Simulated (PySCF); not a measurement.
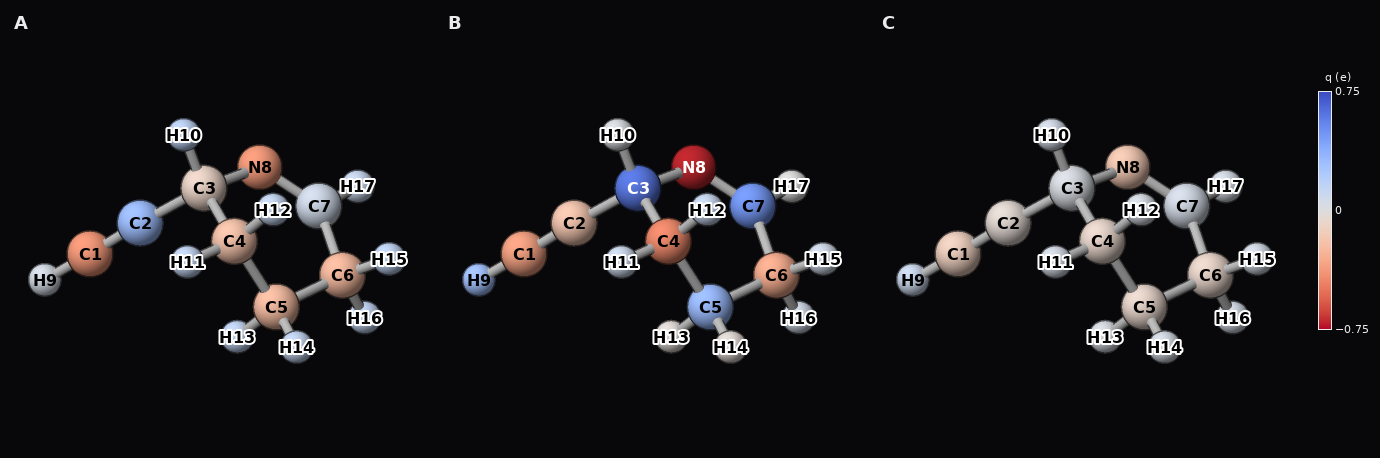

Atomic charges of one calculation by 3 schemes, on one colour scale. Computed geometry: GFN2-xTB optimisation. No frequency run is at hand to confirm it as a minimum. Method: PBE0/pcSseg-1 (PySCF 2.14.0).

Question: The schemes are ESP-fitted, Hirshfeld, Mulliken. Which panel shows which?

Answer: A Mulliken, B ESP-fitted, C Hirshfeld.

List the charges (e), one line for each set of equivalent atoms.

```tsv
atom	Mulliken	ESP-fitted	Hirshfeld
C1	−0.37	−0.34	−0.12
C2	0.30	−0.17	−0.04
C3	−0.09	0.59	0.03
C4	−0.19	−0.43	−0.07
C5	−0.22	0.31	−0.07
C6	−0.23	−0.29	−0.07
C7	0.07	0.47	0.05
N8	−0.37	−0.70	−0.16
H9	0.04	0.28	0.09
H10	0.15	0.02	0.06
H11	0.13	0.08	0.04
H12	0.12	0.11	0.04
H13	0.14	−0.03	0.03
H14	0.13	−0.03	0.04
H15	0.14	0.07	0.05
H16	0.14	0.06	0.05
H17	0.11	0.00	0.05
```
